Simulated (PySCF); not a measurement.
# H5OSi2 (SMILES [SiH2-]O[SiH3]) (charge −1): what the fields show

```json
{"atom": "Si", "x (Å)": "1.7805", "y (Å)": "-0.5842", "z (Å)": "0.7322"}
{"atom": "O", "x (Å)": "0.0410", "y (Å)": "-0.2901", "z (Å)": "0.8424"}
{"atom": "Si", "x (Å)": "-1.1221", "y (Å)": "0.2375", "z (Å)": "-0.0524"}
{"atom": "H", "x (Å)": "1.7969", "y (Å)": "-1.3602", "z (Å)": "-0.5591"}
{"atom": "H", "x (Å)": "2.1999", "y (Å)": "0.7516", "z (Å)": "0.1757"}
{"atom": "H", "x (Å)": "-0.9616", "y (Å)": "1.6340", "z (Å)": "-0.5207"}
{"atom": "H", "x (Å)": "-1.3814", "y (Å)": "-0.5659", "z (Å)": "-1.2700"}
{"atom": "H", "x (Å)": "-2.3442", "y (Å)": "0.1867", "z (Å)": "0.7827"}
```

Geometry: GFN2-xTB.

All numbers below come from PySCF, PBE0/pcSseg-1, SCF density, gas phase, non-relativistic.

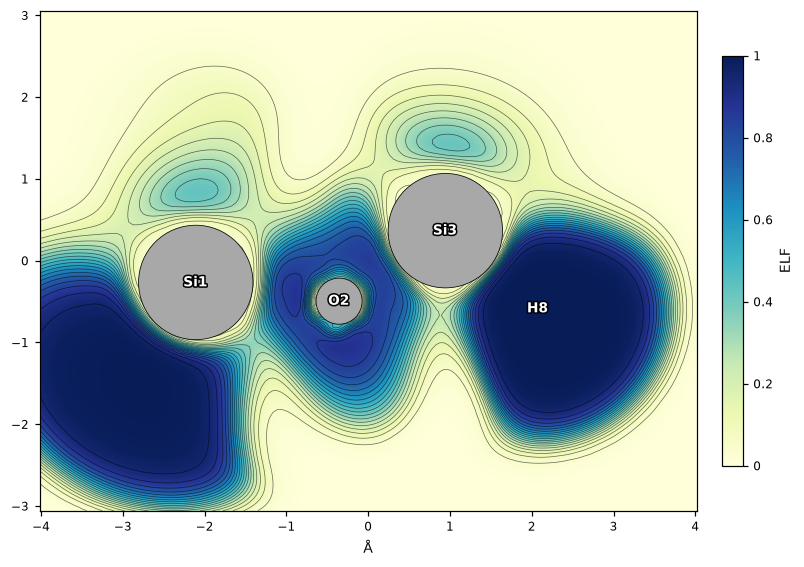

Figure 1. ELF on the plane of atoms O2, Si3 and H8. Grey discs cover the atomic cores.

Describe what can be read from this map.

Answer. The plane passes through Si, O and H nuclei.
Si–O (1.56 Å): the ELF peaks at about 0.85 between the atoms: a polar covalent bond.
Si–H (1.48 Å): the ELF climbs to about 1 towards the hydrogen, as it does in any bond to H.
Si–O (1.77 Å): the ELF peaks at about 0.90 between the atoms (a polar covalent bond).
The ELF also peaks beside Si1 and O2, away from the bonds: lone-pair regions.

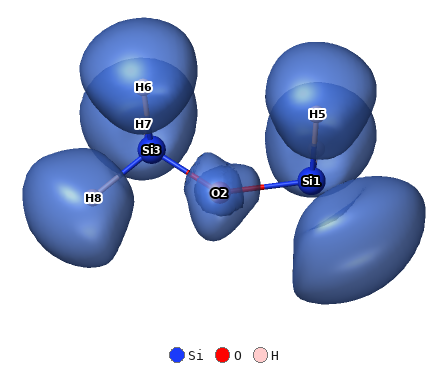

Figure 2. Isosurface of the electron localisation function at 0.8 (blue), seen from one side. Core shells and regions of very low density are left out.

Describe the localisation domains.

Answer. The surface consists of five regions around hydrogen nuclei, one lobe on Si, pointing away from the bonds (lone pairs) and one region wrapped around O (its lone pairs, merged into a ring or cap).
